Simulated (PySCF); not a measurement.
**C3H6N2Si (SMILES [SiH3]n1cccn1): density, localisation and related maps**

```yaml
atoms:
  - { symbol: Si, position_ang: [2.0491, 0.0216, -0.2331] }
  - { symbol: N, position_ang: [0.3015, -0.0014, -0.0712] }
  - { symbol: C, position_ang: [-0.5209, 0.1119, 0.9997] }
  - { symbol: C, position_ang: [-1.8101, 0.0238, 0.5493] }
  - { symbol: C, position_ang: [-1.6785, -0.1466, -0.8415] }
  - { symbol: N, position_ang: [-0.4159, -0.1596, -1.1962] }
  - { symbol: H, position_ang: [2.3888, 1.1452, -1.0996] }
  - { symbol: H, position_ang: [2.4474, -1.2630, -0.7991] }
  - { symbol: H, position_ang: [2.5310, 0.2048, 1.1368] }
  - { symbol: H, position_ang: [-0.1238, 0.2452, 1.9858] }
  - { symbol: H, position_ang: [-2.7151, 0.0745, 1.1187] }
  - { symbol: H, position_ang: [-2.4523, -0.2571, -1.5756] }
```

Geometry: GFN2-xTB.

Method: PBE0/pcSseg-1, SCF density, gas phase, non-relativistic in PySCF.

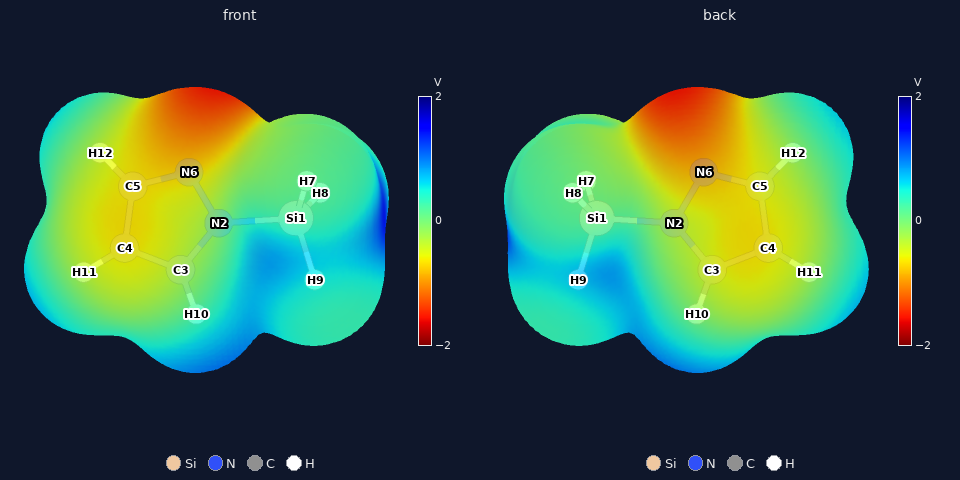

Figure 1. The molecular electrostatic potential painted on the density surface at 0.001 e/bohr³, seen from the front and from behind; red is negative and blue positive.

**Where is the surface potential most negative and most positive?**

The most negative region (about −1.5 V, or −35 kcal/mol for a unit charge) lies over N6, the most positive (about +1.4 V, or +32 kcal/mol for a unit charge) over Si1. N6 is the likeliest acceptor of a hydrogen bond.

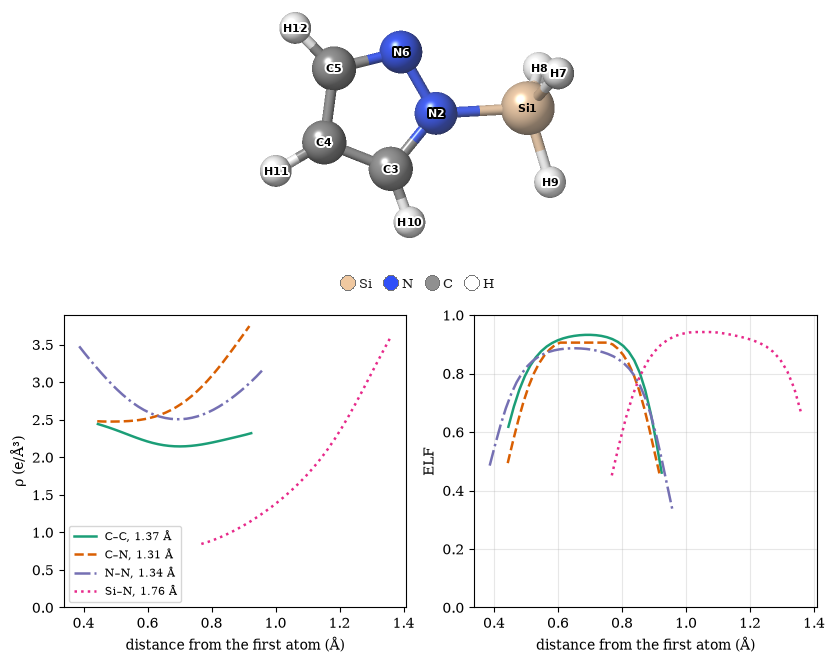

Figure 2. Electron density and electron localisation function along straight lines between neighbouring atoms. The curves leave out the atomic cores. The structure is drawn too.

**What can be read from the curves?**

C–C (1.37 Å): ρ is about 2.1 e/Å³ halfway; the ELF peaks at about 0.95 between the atoms (a covalent bond).
C–N (1.31 Å): ρ is about 2.6 e/Å³ halfway; the ELF peaks at about 0.90 between the atoms, as expected for localised, covalent bonding.
N–N (1.34 Å): the density is about 2.5 e/Å³ at the midpoint; the ELF peaks at about 0.90 between the atoms (a covalent bond).
Si–N (1.76 Å): the density is about 1 e/Å³ at the midpoint; the ELF peaks at about 0.95 between the atoms; a shared but strongly polarised pair.
